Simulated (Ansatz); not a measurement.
Take SiO2 (space group P4_12_12, No. 92; a = 5.029 Å, c = 7.011 Å) as the base.

Perturbation: an isotropic linear strain of −0.20 %; the atoms relax in the strained cell.

Method: Ansatz (an electronic-structure program), PBEsol, PAW, cutoff 420 eV, no spin-orbit coupling, earlier PAW set.

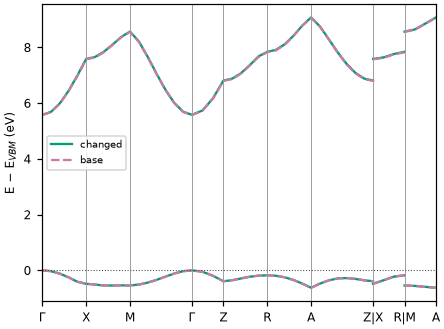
Fig. 1. Highest valence and lowest conduction band along the path, each from its own valence-band maximum

**Question.** From the figure, how large is the changed gap, and is it direct?

**Answer.** About 5.6 eV, direct at Γ.

No phonon test of stability was made.
